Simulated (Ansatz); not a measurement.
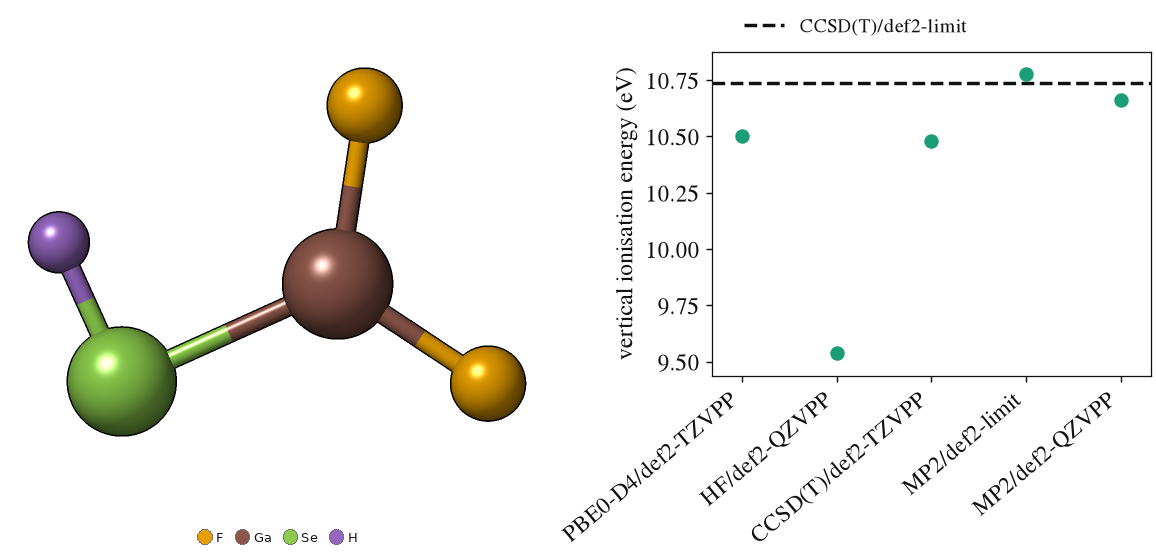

Vertical ionisation energy of GaHSeF₂, SMILES [F][Ga]([F])[SeH], singlet, taken as the energy of the cation less that of the neutral at fixed geometry (unrestricted doublet cation, cores frozen in correlated methods, no spin-orbit coupling), the Ansatz code 0.2.0, at a PBE0-D4/def2-TZVP geometry (a minimum by its frequencies). Limit means an estimate of the basis limit from triple and quadruple zeta; for coupled cluster it is either extrapolated directly or built as the MP2 limit plus the step from MP2 in triple zeta. The distance of CCSD(T)/def2-TZVPP and MP2/def2-QZVPP to the limit includes basis error.

What range do the values span, the line included?

From 9.54 eV (HF/def2-QZVPP) to 10.78 eV (MP2/def2-limit).

Give the values.

| level | eV | less CCSD(T)/def2-limit |
| --- | --- | --- |
| PBE0-D4/def2-TZVPP | 10.50 | −0.24 |
| HF/def2-QZVPP | 9.54 | −1.20 |
| CCSD(T)/def2-TZVPP | 10.48 | −0.26 |
| MP2/def2-limit | 10.78 | 0.04 |
| MP2/def2-QZVPP | 10.66 | −0.08 |
| CCSD(T)/def2-limit | 10.74 | 0.00 |

Limits of at least one run: no scalar relativity up to krypton; outer-core shells are correlated without core-valence functions, which makes the correlated values less sure.
